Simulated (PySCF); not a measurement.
**BCl: energy and gradient calculation**

BCl, SMILES [B]Cl, computed with BP86/cc-pVDZ, RKS (PySCF 2.14.0).

The geometry comes from this level: GFN2-xTB. Figures and captions count atoms from 1; the log counts them from 0 in places.

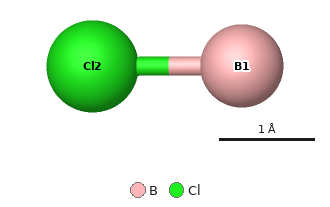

**Figure 1.** The input geometry (ball-and-stick view, seen on its broad side; atoms are numbered from 1 in the order of the input). Bond lengths as drawn: B–Cl 1.58 Å.

### Summary

- outcome: converged
- total energy: −485.010524 hartree
- basis functions: 32
- largest force: 5.707 eV/Å
- HOMO: −5.68 eV
- LUMO: −2.38 eV
- dipole moment: 2.58 D
- hardware: 1 thread of Intel Xeon (Granite Rapids), 16 GiB of memory available, shared host
- wall time: 2.5 s
- peak memory: 0.37 GiB

### Input file (job.py)
```python
import pyscf.grad
from pyscf import gto, dft

mol = gto.Mole()
mol.atom = 'mol.xyz'
mol.charge = 0
mol.basis = 'cc-pvdz'
mol.verbose = 4
mol.max_memory = 1860
mol.build()

calc0 = dft.RKS(mol)
calc0.xc = 'bp86'
calc0.conv_tol = 1e-10
calc0.grids.level = 5
calc0.kernel()
if not calc0.converged:
    calc0 = calc0.newton().run(calc0.mo_coeff, calc0.mo_occ)

e_tot = calc0.e_tot
print('E(%s) = %.9f' % ('BP86', e_tot))
grad = calc0.Gradients().kernel()
dip = calc0.dip_moment()
pop, q = calc0.mulliken_pop()
```

### File mol.xyz
```
2

B      0.000000     0.000000     0.000000
Cl     0.000000     0.000000     1.578530
```

Run as:
```bash
OMP_NUM_THREADS=1 python job.py
```

### What the program printed
```
PySCF version 2.14.0

[INPUT] num. atoms = 2
[INPUT] num. electrons = 22
[INPUT] charge = 0
[INPUT] spin (= nelec alpha-beta = 2S) = 0
[INPUT] symmetry False subgroup None
[INPUT] Mole.unit = angstrom
[INPUT] Symbol           X                Y                Z      unit          X                Y                Z       unit  Magmom
[INPUT]  1 B      0.000000000000   0.000000000000   0.000000000000 AA    0.000000000000   0.000000000000   0.000000000000 Bohr   0.0
[INPUT]  2 Cl     0.000000000000   0.000000000000   1.578530000000 AA    0.000000000000   0.000000000000   2.982989379410 Bohr   0.0

nuclear repulsion = 28.4949053411719
number of shells = 10
number of NR pGTOs = 67
number of NR cGTOs = 32
basis = cc-pvdz
ecp = {}

******** <class 'pyscf.dft.rks.RKS'> ********
method = RKS
initial guess = minao
damping factor = 0
level_shift factor = 0
DIIS = <class 'pyscf.scf.diis.CDIIS'>
diis_start_cycle = 1
diis_space = 8
diis_damp = 0
SCF conv_tol = 1e-10
SCF conv_tol_grad = None
SCF max_cycles = 50
direct_scf = True
direct_scf_tol = 1e-13
XC library pyscf.dft.libxc version 7.0.0
    S. Lehtola, C. Steigemann, M. J.T. Oliveira, and M. A.L. Marques.,  SoftwareX 7, 1–5 (2018)
XC functionals = bp86
    A. D. Becke.,  Phys. Rev. A 38, 3098 (1988)
    J. P. Perdew.,  Phys. Rev. B 33, 8822 (1986)
radial grids:
    Treutler-Ahlrichs [JCP 102, 346 (1995); DOI:10.1063/1.469408] (M4) radial grids

becke partition: Becke, JCP 88, 2547 (1988); DOI:10.1063/1.454033
pruning grids: <function nwchem_prune>
grids dens level: 5
symmetrized grids: False
atomic radii adjust function: <function treutler_atomic_radii_adjust>
small_rho_cutoff = 0
Set gradient conv threshold to 1e-05
Initial guess from minao.
tot grids = 86208
init E= -485.258645401495
  HOMO = -0.241285862638339  LUMO = -0.0986355471362937  gap/eV = 3.88171
cycle= 1 E= -485.004922960078  delta_E= 0.254  |g|= 0.119  |ddm|= 1.49
  HOMO = -0.18458247437266  LUMO = -0.0718858224272263  gap/eV = 3.06663
cycle= 2 E= -485.005055675562  delta_E= -0.000133  |g|= 0.121  |ddm|= 0.381
  HOMO = -0.209831107508428  LUMO = -0.0891448730047388  gap/eV = 3.28404
cycle= 3 E= -485.00964767891  delta_E= -0.00459  |g|= 0.0535  |ddm|= 0.205
  HOMO = -0.208671726878026  LUMO = -0.0882093805627413  gap/eV = 3.27795
cycle= 4 E= -485.010508473443  delta_E= -0.000861  |g|= 0.00683  |ddm|= 0.051
  HOMO = -0.208898786158051  LUMO = -0.0875839356199828  gap/eV = 3.30115
cycle= 5 E= -485.010523588433  delta_E= -1.51e-05  |g|= 0.00103  |ddm|= 0.0102
  HOMO = -0.208661664818196  LUMO = -0.08746528451344  gap/eV = 3.29792
cycle= 6 E= -485.01052398665  delta_E= -3.98e-07  |g|= 8.71e-05  |ddm|= 0.00201
  HOMO = -0.208692301132417  LUMO = -0.0874968780681295  gap/eV = 3.29790
cycle= 7 E= -485.010523989625  delta_E= -2.97e-09  |g|= 4.86e-06  |ddm|= 0.0002
  HOMO = -0.208691014753303  LUMO = -0.087496148806234  gap/eV = 3.29788
cycle= 8 E= -485.010523989635  delta_E= -9.44e-12  |g|= 3.53e-07  |ddm|= 9.15e-06
  HOMO = -0.208690971777322  LUMO = -0.0874961003958731  gap/eV = 3.29788
Extra cycle  E= -485.010523989635  delta_E= -3.41e-13  |g|= 5.87e-07  |ddm|= 8.33e-07
converged SCF energy = -485.010523989635
E(BP86) = -485.010523990

******** <class 'pyscf.grad.rks.Gradients'> for <class 'pyscf.dft.rks.RKS'> ********
unit = Eh/Bohr
grid_response = False
--------------- RKS gradients ---------------
         x                y                z
0 B     0.0000000000     0.0000000000     0.1109762172
1 Cl     0.0000000000    -0.0000000000    -0.1109746877
----------------------------------------------
Dipole moment(X, Y, Z, Debye): -0.00000,  0.00000,  2.57734
 ** Mulliken pop  **
pop of  0 B 1s            2.01186
pop of  0 B 2s            0.80816
pop of  0 B 3s            1.06938
pop of  0 B 2px           0.15777
pop of  0 B 2py           0.15777
pop of  0 B 2pz           0.68997
pop of  0 B 3px           0.05766
pop of  0 B 3py           0.05766
pop of  0 B 3pz           0.10710
pop of  0 B 3dxy          0.00000
pop of  0 B 3dyz          0.03315
pop of  0 B 3dz^2         0.04008
pop of  0 B 3dxz          0.03315
pop of  0 B 3dx2-y2       0.00000
pop of  1 Cl 1s           1.99999
pop of  1 Cl 2s           2.03458
pop of  1 Cl 3s           0.98972
pop of  1 Cl 4s           0.81547
pop of  1 Cl 2px          2.00160
pop of  1 Cl 2py          2.00160
pop of  1 Cl 2pz          2.00229
pop of  1 Cl 3px          1.05274
pop of  1 Cl 3py          1.05274
pop of  1 Cl 3pz          1.00611
pop of  1 Cl 4px          0.69178
pop of  1 Cl 4py          0.69178
pop of  1 Cl 4pz          0.40792
pop of  1 Cl 3dxy         0.00000
pop of  1 Cl 3dyz         0.00529
pop of  1 Cl 3dz^2        0.01737
pop of  1 Cl 3dxz         0.00529
pop of  1 Cl 3dx2-y2      0.00000
 ** Mulliken atomic charges  **
charge of    0B =     -0.22371
charge of    1Cl =      0.22371
```

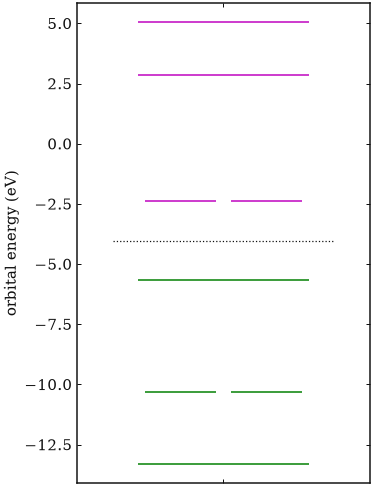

**Figure 2.** Orbital energies near the frontier; the dotted line parts filled from empty levels, and levels within 0.02 eV of each other stand side by side. Highest filled −5.68 eV, lowest empty −2.38 eV, 3.30 eV apart.
